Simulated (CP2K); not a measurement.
**MP2/cc-pVDZ run of C2H3F3 (SMILES CC(F)(F)F)**

What is the vertical singlet–triplet gap of C2H3F3 at MP2/cc-pVDZ? 

The results are computed with CP2K 2026.2.

1 further run of the same task is left out (it didn't finish).

## Step 1: The molecule

C2H3F3: 8 atoms, total charge 0, spin state singlet. As SMILES, `CC(F)(F)F`. The shape is that of a PBE0-D4/def2-TZVP optimisation.

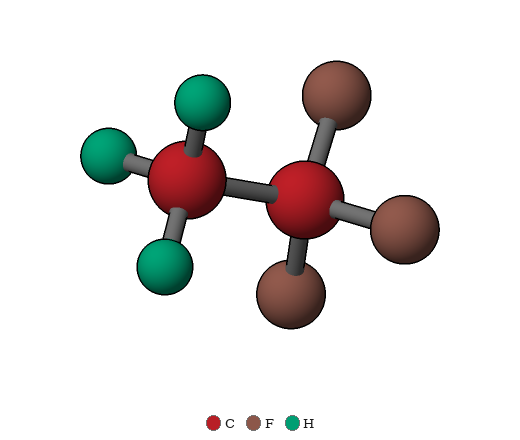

The structure, seen from a chosen angle (carbon red, fluorine brown, hydrogen teal).

## Step 2: A single-point energy at MP2/cc-pVDZ

molecule.xyz reads:

```xyz
8

C     -0.615400    -0.141500     0.471500
C      0.557600     0.109900    -0.423700
F      1.692800    -0.382000     0.093900
F      0.395200    -0.458200    -1.627700
F      0.754200     1.420300    -0.629900
H     -0.441600     0.335800     1.434900
H     -0.738000    -1.214600     0.611200
H     -1.512600     0.273100     0.014000
```

calc.inp reads:

```
&GLOBAL
 PROJECT calc
 RUN_TYPE ENERGY
 PRINT_LEVEL MEDIUM
&END GLOBAL

&FORCE_EVAL
 METHOD Quickstep
 &DFT
  BASIS_SET_FILE_NAME ./cc_pvdz.basis
  POTENTIAL_FILE_NAME POTENTIAL
  CHARGE 0
  MULTIPLICITY 1
  &QS
   METHOD GAPW
   EPS_DEFAULT 1.0E-10
  &END QS
  &MGRID
   CUTOFF 280
   REL_CUTOFF 50
   NGRIDS 4
  &END MGRID
  &POISSON
   PERIODIC NONE
   POISSON_SOLVER MULTIPOLE
  &END POISSON
  &SCF
   SCF_GUESS ATOMIC
   EPS_SCF 1.0E-07
   MAX_SCF 150
   ADDED_MOS 5
   &DIAGONALIZATION
    ALGORITHM STANDARD
   &END DIAGONALIZATION
   &MIXING
    METHOD DIRECT_P_MIXING
    ALPHA 0.4
   &END MIXING
  &END SCF
  &XC
   &XC_FUNCTIONAL NONE
   &END XC_FUNCTIONAL
   &HF
    FRACTION 1
    &SCREENING
     EPS_SCHWARZ 1.0E-10
     SCREEN_ON_INITIAL_P F
    &END SCREENING
    &INTERACTION_POTENTIAL
     POTENTIAL_TYPE COULOMB
    &END INTERACTION_POTENTIAL
    &MEMORY
     MAX_MEMORY 1050
    &END MEMORY
   &END HF
   &WF_CORRELATION
    &MP2
     METHOD DIRECT_CANONICAL
    &END MP2
    MEMORY 900
   &END WF_CORRELATION
  &END XC
  &PRINT
   &MOMENTS
    PERIODIC F
    REFERENCE COM
    MAX_MOMENT 1
   &END MOMENTS
   &MO ON
    ENERGIES T
    OCCUPATION_NUMBERS T
    NDIGITS 6
    &EACH
     QS_SCF 0
    &END EACH
    ADD_LAST NUMERIC
   &END MO
   &LOWDIN ON
   &END LOWDIN
   &HIRSHFELD OFF
   &END HIRSHFELD
  &END PRINT
 &END DFT
 &SUBSYS
  &CELL
   ABC [angstrom] 10.2 9.6 10.1
   PERIODIC NONE
  &END CELL
  &TOPOLOGY
   COORD_FILE_NAME molecule.xyz
   COORD_FILE_FORMAT XYZ
   &CENTER_COORDINATES
   &END CENTER_COORDINATES
  &END TOPOLOGY
  &KIND C
   BASIS_SET cc-pVDZ
   POTENTIAL ALL
   LEBEDEV_GRID 194
   RADIAL_GRID 100
  &END KIND
  &KIND F
   BASIS_SET cc-pVDZ
   POTENTIAL ALL
   LEBEDEV_GRID 194
   RADIAL_GRID 100
  &END KIND
  &KIND H
   BASIS_SET cc-pVDZ
   POTENTIAL ALL
   LEBEDEV_GRID 194
   RADIAL_GRID 100
  &END KIND
 &END SUBSYS
&END FORCE_EVAL
```

Launch:

```sh
OMP_NUM_THREADS=1 cp2k.psmp -i calc.inp > calc.out 2>&1
```

What it wrote:

```text
CP2K| version string:                                       CP2K version 2026.2
[...]
 GLOBAL| Method name                                                        CP2K
[...]
 GLOBAL| Run type                                                         ENERGY
[...]
 DFT| Spin restricted Kohn-Sham (RKS) calculation                            RKS
 DFT| Multiplicity                                                             1
[...]
 DFT| Charge                                                                   0
[...]
 QS| Method:                                                                GAPW
[...]
 QS| Density cutoff [a.u.]:                                                140.0
[...]
 QS| Relative density cutoff [a.u.]:                                        25.0
[...]
                             - Atoms:                                          8
[...]
                             - Spherical basis functions:                     85
[...]
 Number of electrons:                                                         42
[...]
     1 P_Mix/Diag. 0.40E+00    4.4     0.79410771      -376.9384693619 -3.77E+02
[...]
    17 DIIS/Diag.  0.41E-07    0.3     0.00000004      -375.8399115049  2.84E-13
  *** SCF run converged in    17 steps ***
[...]
  Overlap energy of the core charge distribution:               0.00000286724713
  Self energy of the core charge distribution:               -376.14708416910514
  Core Hamiltonian energy:                                    -27.20964099662681
  Hartree energy:                                              84.74529282027657
  Exchange-correlation energy:                                  0.00000000000000
  Hartree-Fock Exchange energy:                               -41.75334686488494
[...]
                     Mulliken Population Analysis
 #  Atom  Element  Kind  Atomic population                           Net charge
       1     C        1          6.082129                             -0.082129
       2     C        1          5.281338                              0.718662
       3     F        2          9.279610                             -0.279610
       4     F        2          9.279620                             -0.279620
       5     F        2          9.279343                             -0.279343
       6     H        3          0.932615                              0.067385
       7     H        3          0.932780                              0.067220
       8     H        3          0.932565                              0.067435
 # Total charge                             42.000000                  0.000000
[...]
  Dipole moment [Debye]
    X= -0.1975717E+01 Y= -0.4229898E+00 Z=  0.1508342E+01  Total=      2.5214029
[...]
 ENERGY| Total FORCE_EVAL ( QS ) energy [hartree]           -376.682355093199931
[...]
```

Wall time 16 s (1 thread of Arm Neoverse V1, shared host); peak memory 0.55 GiB.

## Step 3: The triplet, same level

gas.inp reads:

```
&global
    project gas
    run_type ENERGY
    print_level MEDIUM
&end global

&force_eval
    method QUICKSTEP
    &dft
        basis_set_file_name ./cc_pvdz.basis
        potential_file_name POTENTIAL
        multiplicity 3
        unrestricted_kohn_sham T
        &qs
            method GAPW
            eps_default 1.0E-10
        &end qs
        # real-space grids
        &mgrid
            cutoff 280
            rel_cutoff 50
            ngrids 4
        &end mgrid
        # isolated system
        &poisson
            periodic NONE
            poisson_solver MULTIPOLE
        &end poisson
        &scf
            scf_guess ATOMIC
            eps_scf 1.0E-07
            max_scf 40
            &ot
                minimizer CG
                preconditioner FULL_SINGLE_INVERSE
            &end ot
            &outer_scf
                eps_scf 1.0E-07
                max_scf 10
            &end outer_scf
        &end scf
        &xc
            &xc_functional NONE
            &end xc_functional
            # exact exchange
            &hf
                fraction 1
                &screening
                    eps_schwarz 1.0E-10
                &end screening
                &memory
                    max_memory 1050
                &end memory
            &end hf
            # correlation from orbitals
            &wf_correlation
                &mp2
                    method DIRECT_CANONICAL
                &end mp2
                memory 900
            &end wf_correlation
        &end xc
        &print
            &moments
                periodic F
                reference COM
                max_moment 1
            &end moments
            &mo_cubes
                nlumo 3
                nhomo -1
                write_cube F
            &end mo_cubes
            &lowdin ON
            &end lowdin
            &hirshfeld OFF
            &end hirshfeld
        &end print
    &end dft
    # structure
    &subsys
        &cell
            abc 10.2 9.6 10.1
            periodic NONE
        &end cell
        &coord
            C      4.394500     4.555650     5.617900
            C      5.567500     4.807050     4.722700
            F      6.702700     4.315150     5.240300
            F      5.405100     4.238950     3.518700
            F      5.764100     6.117450     4.516500
            H      4.568300     5.032950     6.581300
            H      4.271900     3.482550     5.757600
            H      3.497300     4.970250     5.160400
        &end coord
        &kind C
            basis_set cc-pVDZ
            potential ALL
            lebedev_grid 194
            radial_grid 100
        &end kind
        &kind F
            basis_set cc-pVDZ
            potential ALL
            lebedev_grid 194
            radial_grid 100
        &end kind
        &kind H
            basis_set cc-pVDZ
            potential ALL
            lebedev_grid 194
            radial_grid 100
        &end kind
    &end subsys
&end force_eval
```

Launch:

```sh
OMP_NUM_THREADS=1 cp2k.psmp gas.inp > gas.out
```

What it wrote (excerpt; [...] marks lines left out):

```text
CP2K| version string:                                       CP2K version 2026.2
[...]
 GLOBAL| Method name                                                        CP2K
[...]
 GLOBAL| Run type                                                         ENERGY
[...]
 DFT| Spin unrestricted (spin-polarized) Kohn-Sham calculation               UKS
 DFT| Multiplicity                                                             3
[...]
 DFT| Charge                                                                   0
[...]
 QS| Method:                                                                GAPW
[...]
 QS| Density cutoff [a.u.]:                                                140.0
[...]
 QS| Relative density cutoff [a.u.]:                                        25.0
[...]
                             - Atoms:                                          8
[...]
                             - Spherical basis functions:                     85
[...]
 Number of electrons:                                                         22
[...]
     1 OT CG       0.80E-01    4.6     0.27162883      -362.8619821005 -3.63E+02
[...]
    10 OT CG       0.15E-01    0.6     0.00000008      -375.4220089867 -3.41E-13
  *** SCF run converged in    10 steps ***
[...]
  Overlap energy of the core charge distribution:               0.00000286724713
  Self energy of the core charge distribution:               -376.14708416910514
  Core Hamiltonian energy:                                    -27.14859902968092
  Hartree energy:                                              85.02240404602915
  Exchange-correlation energy:                                  0.00000000000000
  Hartree-Fock Exchange energy:                               -41.67571400251090
[...]
                     Mulliken Population Analysis
 #  Atom  Element  Kind  Atomic population (alpha,beta) Net charge  Spin moment
       1     C        1         3.034800     2.581654     0.383546     0.453147
       2     C        1         2.620117     2.649771     0.730111    -0.029654
       3     F        2         4.625963     4.628465    -0.254428    -0.002502
       4     F        2         4.625974     4.628477    -0.254451    -0.002503
[...]
  Dipole moment [Debye]
    X= -0.1183507E+01 Y=  0.3241902E+01 Z=  0.7509452E+00  Total=      3.5319313
[...]
 HOMO - LUMO gap [eV] :   12.422109
[...]
 ENERGY| Total FORCE_EVAL ( QS ) energy [hartree]           -376.247258432859439
[...]
```

Wall time 3.6 min (1 thread of Arm Neoverse V1, shared host); peak memory 0.58 GiB.

## Step 4: Summary of results

Level: MP2/cc-pVDZ.

```
                                                           quantity          value
                                              singlet: total energy  -376.68236 Eh
   singlet: dipole moment (of the density that the program reports)         2.52 D
                       singlet: HOMO energy (Hartree–Fock orbitals)      -15.28 eV
                       singlet: LUMO energy (Hartree–Fock orbitals)        5.08 eV
                     singlet: HOMO–LUMO gap (Hartree–Fock orbitals)       20.36 eV
                                        singlet: correlation energy     -842.4 mEh
                                              triplet: total energy  -376.24726 Eh
   triplet: dipole moment (of the density that the program reports)         3.53 D
triplet: HOMO energy (Hartree–Fock orbitals) (highest over α and β)       -3.78 eV
                                        triplet: correlation energy     -825.2 mEh
                         triplet: ⟨S²⟩ of the reference determinant          2.008
                   vertical energy of the triplet above the singlet      11.840 eV
```

**Reading.** At this shape the triplet lies 11.84 eV (1142 kJ/mol) above the singlet.
